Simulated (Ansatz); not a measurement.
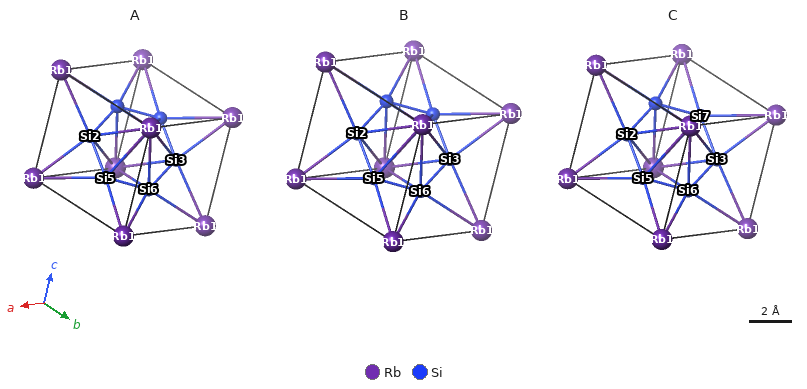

3 geometries from one relaxation of crystalline RbSi6 (a generated structure, set up in Im-3m) (coarse preliminary run), in shuffled order. A ball-and-stick model of the cell of the calculation, seen from a free direction.

Theory: DFT PBE, scalar-relativistic, plane waves, PAW in Ansatz. (plane-wave cutoff 420 eV; k-point mesh 4 × 4 × 4; occupations gaussian; smearing width 0.1 eV; no spin polarisation; cell and atoms relaxed; force threshold 0.04 eV/Å; at most 70 steps)

**Order the frames from highest to lowest energy.**

A, C, B. They are steps 0, 1, 4, at +2.256 eV per cell of the calculation, +0.340 eV per cell of the calculation relative to the last. No atom moves by more than 0.005 Å relative to the cell. The drawn cell changes as follows: a = b = c 5.438 → 5.880 Å (+8.1 %); the volume changes by +26.4 %. Some distances before and after: Rb–Si 3.510 → 3.796 Å, Si–Si 2.220 → 2.401 Å. The space group stays Im-3m (No. 229). After 3 accepted moves (4 points after the start) the energy has fallen by 2.256 eV per cell of the calculation. All forces vanish by symmetry, so only the cell relaxes. Pressure: 26.47 GPa at the start and 0.40 GPa at the end. At 1 point the geometry stayed and the basis and grid were re-selected for the new cell (energy shift of 16.9 meV per cell of the calculation at most each time).
